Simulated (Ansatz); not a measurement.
A series of calculations on CH6OSi

Part 1: Relaxation

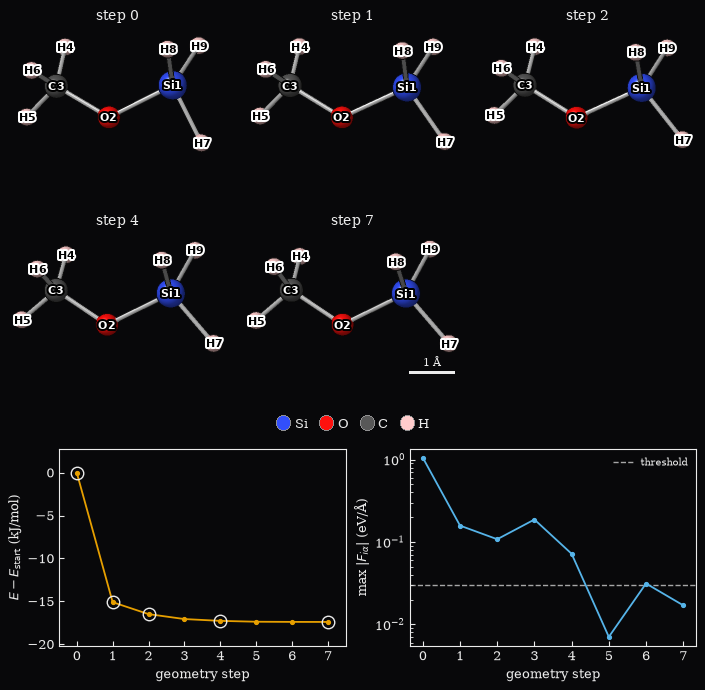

Frames of a relaxation of CH6OSi, marked on the history of the run. Style: ball-and-stick. Shown at a tilt.

The run prepares an end point of a later path (reaction) calculation, from a guessed geometry.

These are results of RKS revPBE-D4/def2-SVP (Ansatz 0.2.0), not measurements. (no spin polarisation; force threshold 0.03 eV/Å; at most 50 steps)

### Describe the path.

After 7 geometry steps the energy has fallen by 17.4 kJ/mol. Largest force component: 1.1 eV/Å at the start, 0.017 eV/Å at the end. H7 moves most after the best rigid fit: 0.30 Å. Largest moves by element: H 0.30 Å, O 0.12 Å, Si 0.08 Å, C 0.04 Å. Some distances before and after: Si1–H7 1.460 → 1.498 Å, Si1–O2 1.674 → 1.685 Å, O2–C3 1.425 → 1.419 Å. Among the angles between lasting bonds that change: O2–Si1–H7 91.6° → 106.1°, H7–Si1–H9 115.6° → 110.3°, H7–Si1–H8 114.9° → 110.2°. From step 0 to 1: H7 moves most (0.19 Å), energy −15.1 kJ/mol. From step 1 to 2: H7 moves most (0.08 Å), energy −1.39 kJ/mol. From step 2 to 4: H6 moves most (0.16 Å), energy −0.79 kJ/mol. From step 4 to 7: H atoms move most (0.07 Å), energy −0.13 kJ/mol.

Part 2: Relaxation

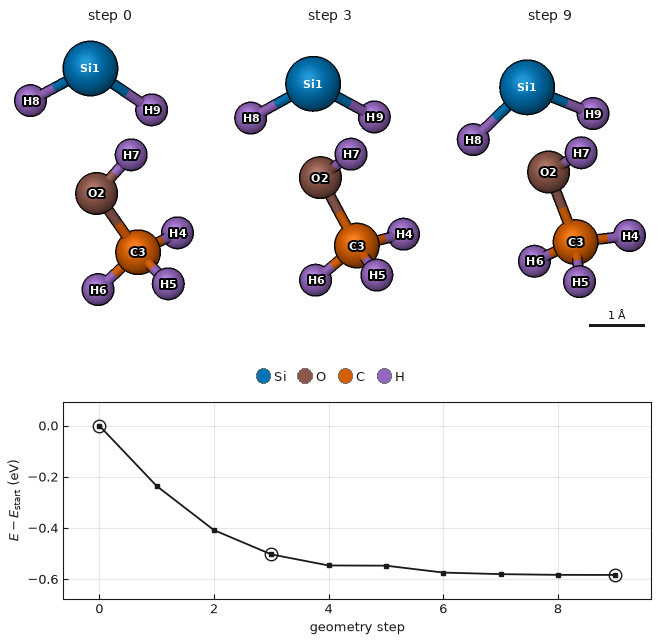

Frames of a relaxation of CH6OSi, marked on the history of the run. Style: ball-and-stick. Shown from a free direction.

The run prepares an end point of a later path (reaction) calculation, from a guessed geometry.

Theory: Ansatz, RKS revPBE-D4/def2-SVP. Settings: no spin polarisation; force threshold 0.03 eV/Å; at most 50 steps.

Question: What happens along the run?

Answer: The atom that moves furthest after the best rigid fit is H8 (0.80 Å). By element the largest moves are H 0.80 Å, O 0.51 Å, Si 0.38 Å, C 0.24 Å. Among the contacts that change: Si1–O2 2.853 → 2.061 Å, O2–C3 1.433 → 1.449 Å, O2–H7 0.992 → 0.977 Å, Si1–H9 1.551 → 1.558 Å. Over 9 geometry steps the energy falls by 0.584 eV. Largest force component: 1.1 eV/Å at the start, 0.0083 eV/Å at the end. From step 0 to 3: O2 moves most (0.43 Å), energy −0.503 eV. From step 3 to 9: H atoms move most (0.41 Å), energy −0.080 eV.

Limits of the set-up: the start holds two separate molecules, 2.6 Å apart at their closest, whose relative position is a soft coordinate.

Part 3: Path

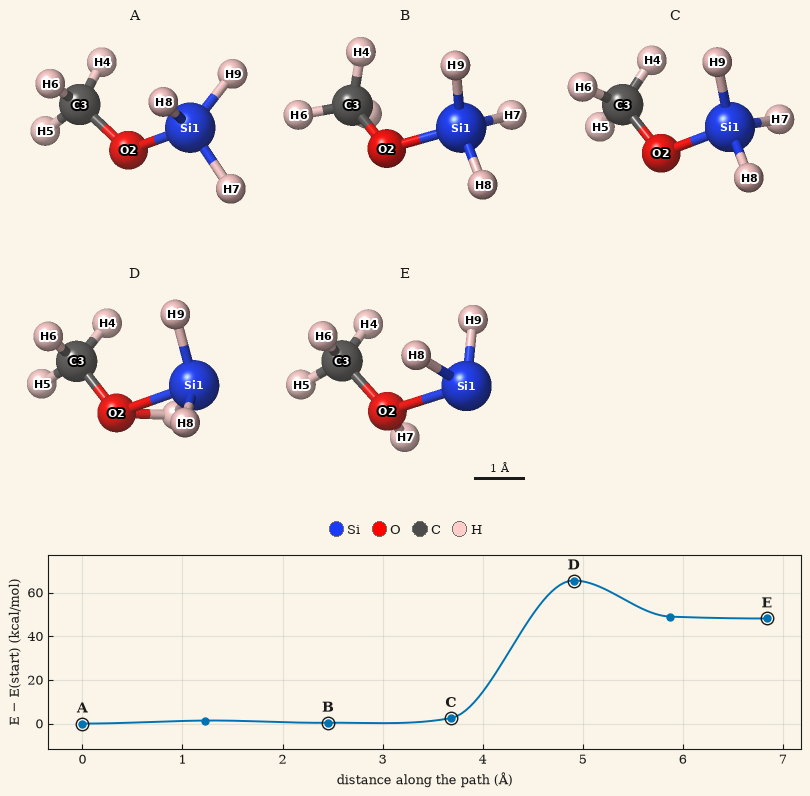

A search for the minimum-energy path of CH₆OSi by the nudged elastic band. Images are numbered from 0 (start) to 6 (end). Frames A to E are images 0, 2, 3, 4, 6. The picture is a ball-and-stick view, seen at a tilt.

All numbers below come from RKS revPBE-D4/def2-SVP (Ansatz). Run with 5 movable images; climbing image; force threshold 0.05 eV/Å; iteration limit 60; starting path through a guess of the saddle point.

### Read off the barrier and say what moves.

The path has more than one stage, and so few images may leave a stage unresolved. Breaking: Si1–H7 (1.50 → 1.65 at the top → 2.53 Å). Forming: O2–H7 (2.55 → 1.30 at the top → 0.98 Å). Forward barrier 65.5 kcal/mol, backward barrier 17.4 kcal/mol, with image 4 at the top; the reaction energy is +48.1 kcal/mol. The band converged in 17 iterations. The largest component of the band force went from 5.4 to 0.037 eV/Å. The climbing image converged on the top of the path. Its vibrational analysis gives one imaginary mode (1278i cm⁻¹), as a transition state must have.
